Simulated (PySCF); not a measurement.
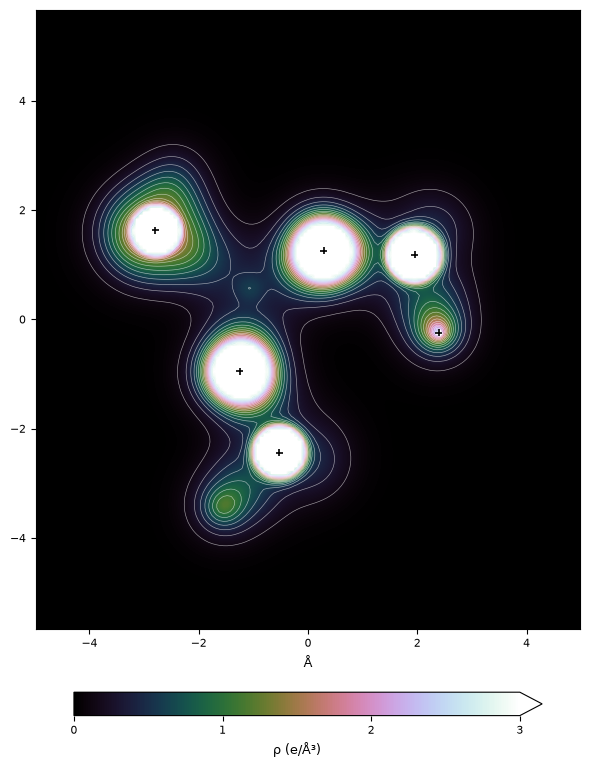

The total electron density on a plane through atoms (crosses mark nuclei in the plane).

Theory: PBE0/pcSseg-1, SCF density, gas phase, non-relativistic in PySCF.

Candidates:
A. H10O3SSi4 (SMILES [SiH3]O[Si](S)(O[SiH3])O[SiH3])
B. C2H10O3Si4 (SMILES C#C[Si](O[SiH3])(O[SiH3])O[SiH3])
C. FH8NSi3 (SMILES N[Si](F)([SiH3])[SiH3])

### Which candidate gave the map?

Candidate A: H10O3SSi4 on the plane of atoms O6, Si7 and H17, which holds O, Si, S and H. Si–O (1.66 Å): the density is about 1 e/Å³ at the midpoint. Si–H (1.50 Å): the density is about 0.79 e/Å³ at the midpoint.
